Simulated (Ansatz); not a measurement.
**CH$_{3}$AlCl$_{2}$O···H$_{2}$: density, localisation and related maps**

Input

```
crystal:
  periodic: [false, false, false]
  atoms:
    - { symbol: Al, position_ang: [-0.222498, 0.953043, 1.11315] }
    - { symbol: O, position_ang: [0.165866, -0.65232, 0.411141] }
    - { symbol: C, position_ang: [-0.463642, -1.408861, -0.592765] }
    - { symbol: Cl, position_ang: [-1.715531, 2.156232, 0.28085] }
    - { symbol: Cl, position_ang: [0.812743, 1.528804, 2.826443] }
    - { symbol: H, position_ang: [1.537597, 0.846562, -0.615784] }
    - { symbol: H, position_ang: [1.783379, 1.483182, -0.792746] }
    - { symbol: H, position_ang: [-1.211771, -0.833831, -1.171935] }
    - { symbol: H, position_ang: [0.292779, -1.788831, -1.303222] }
    - { symbol: H, position_ang: [-0.979022, -2.28398, -0.155132] }
basis:
  gaussian: { orbitals: def2-SVP }
hamiltonian:
  xc: b3lyp
  dispersion: d4
relax:
  f_tol: 0.03
  max_steps: 50
output:
  orbitals: {}
```

Run with:

```sh
ansatz run input.yaml --threads 2 --pin off --max-ram 3072MiB --backend cpu --events-out ev --progress --plain --runs-dir out
```

The fields are those of the run's last geometry, not of the input's.

Computed with Ansatz 0.2.0, RKS B3LYP-D4/def2-SVP.

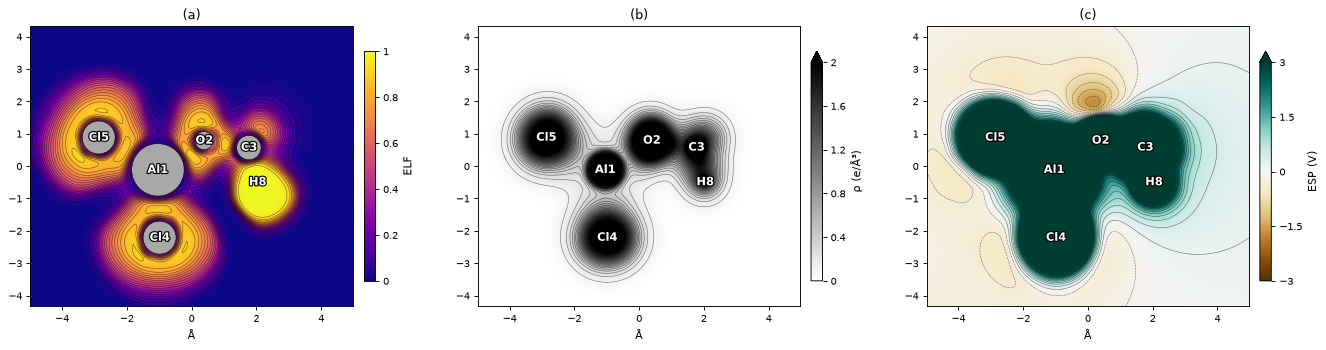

Figure 1. (a) ELF; (b) total electron density; (c) electrostatic potential on the plane of atoms Al1, O2 and C3. Grey discs cover the atomic cores in the ELF map.

Interpret the plot.

- The plane passes through Al, O, C, Cl and H nuclei.
- C–O (1.40 Å): ρ at the midpoint is about 2 e/Å³, with its minimum of 1.7 e/Å³ about 0.5 Å from C; the ELF peaks at about 0.90 between the atoms, as expected for a shared but strongly polarised pair.
- Al–O (1.68 Å): the density is about 0.83 e/Å³ at the midpoint; the ELF peaks at about 0.90 in the valence shell of O, 0.6 Å from its nucleus, and is about 0.30 at the midpoint.
- Al–Cl (2.09 Å): ρ at the midpoint is about 0.72 e/Å³; the ELF peaks at about 0.90 in the valence shell of Cl, 0.9 Å from its nucleus, and is about 0.80 at the midpoint.
- C–H (1.11 Å): ρ at the midpoint is about 1.9 e/Å³; the ELF climbs to about 1 towards the hydrogen, as it does in any bond to H: a covalent bond by its length.
- The ELF also peaks beside Cl4, Cl5 and O2, away from the bonds: lone-pair regions.
- Outside the dense part of the complex the potential is most negative (−1.7 V) near O2.

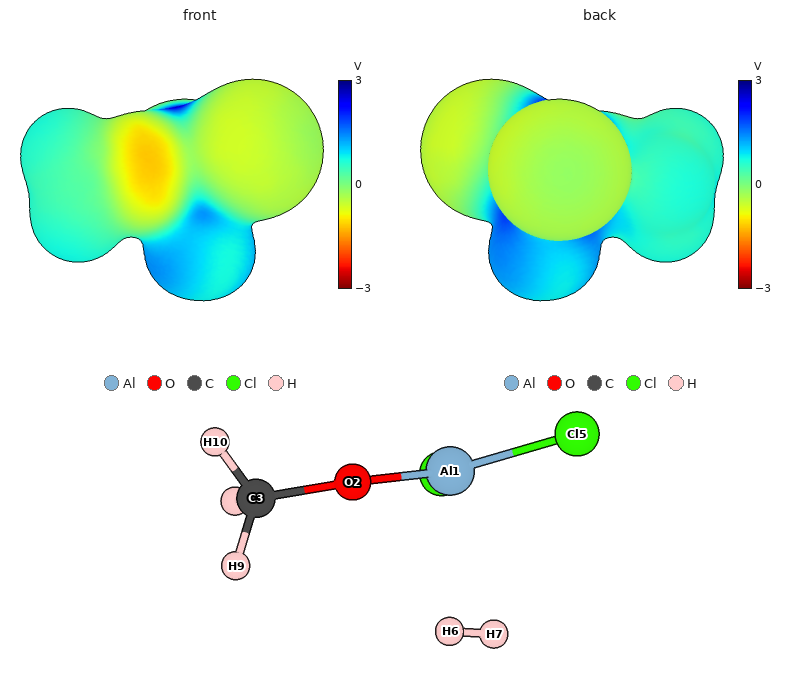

Figure 2. The electrostatic potential painted on the density surface at 0.002 e/bohr³, seen from the front and from behind; the colour scale runs from red (negative) to blue (positive). The bare structure is drawn below in the same view.

Describe the electrostatic potential map.

The most negative region (about −1.1 V, or −25 kcal/mol for a unit charge) lies over O2, the most positive (about +2.8 V, or +65 kcal/mol for a unit charge) over Al1. O2 is the likeliest acceptor of a hydrogen bond.

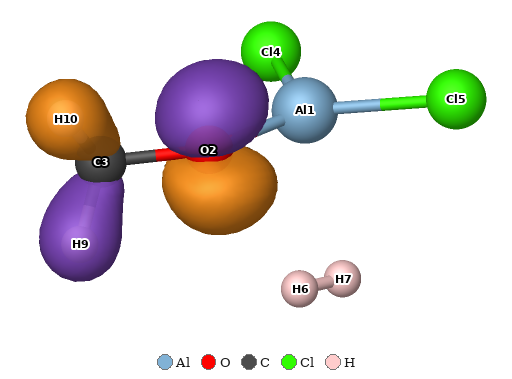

Figure 3. One frontier orbital at ±0.2 Å⁻³ᐟ² (orange and purple are the two phases), seen at a tilt.

Which orbital is it: HOMO or LUMO?

The HOMO, at −8.12 eV. By Hirshfeld shares it lies mainly on O2 (about 55 %), C3 (about 15 %), H9 (about 10 %) and H10 (about 5 %).

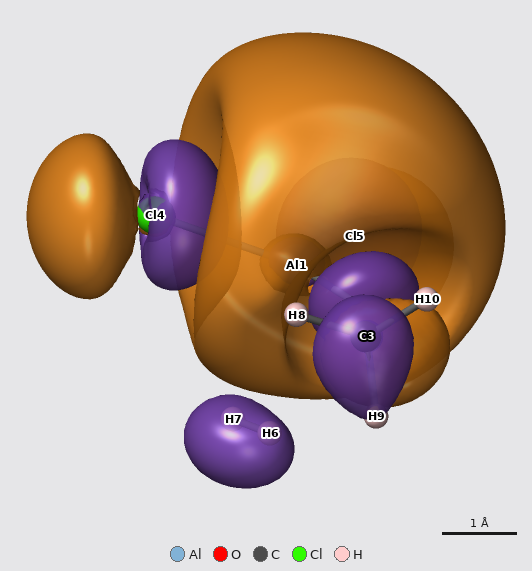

Figure 4. The LUMO at ±0.05 Å⁻³ᐟ² (orange and purple are the two phases), seen at an oblique angle.

What is the character of this orbital?

By Hirshfeld shares it lies mainly on Al1 (about 55 %), Cl4 (about 15 %), Cl5 (about 15 %) and O2 (about 10 %). Its energy is −0.37 eV.
